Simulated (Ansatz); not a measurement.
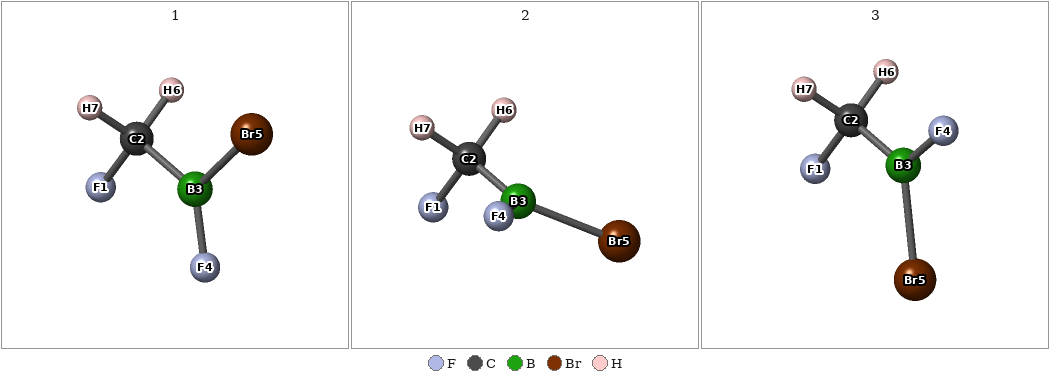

CH2BBrF2, SMILES FCB(F)Br. The first coordinate is: bond length C2–B3; the second: dihedral F1–C2–B3–F4. Nothing is relaxed (all other coordinates rigid). The scan uses an 11 × 10 grid; 81 points were computed and 29 follow by symmetry. Energies: kJ/mol, counted from the relaxed molecule at the same level. These are results of Ansatz 0.2.0, RKS r2SCAN-D4/def2-SVP, not measurements.

The numbered pictures are structures from this grid.

### Rank them by energy, lowest first.

1, at bond length C2–B3 = 1.605 Å, dihedral F1–C2–B3–F4 = 0°: 1.3 kJ/mol; 3, at bond length C2–B3 = 1.436 Å, dihedral F1–C2–B3–F4 = −180°: 33 kJ/mol; 2, at bond length C2–B3 = 1.351 Å, dihedral F1–C2–B3–F4 = −108°: 115 kJ/mol.

The map, with the structures marked:

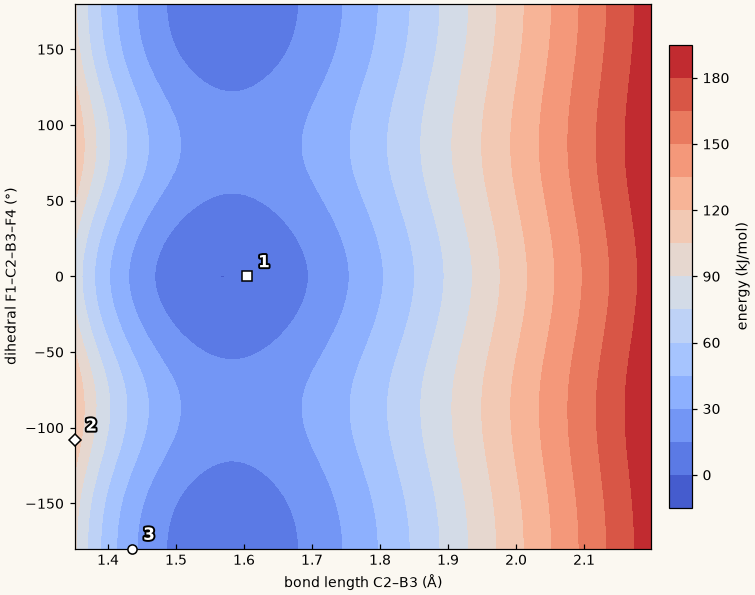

In the figure: filled contours. Between grid points the surface is interpolated.
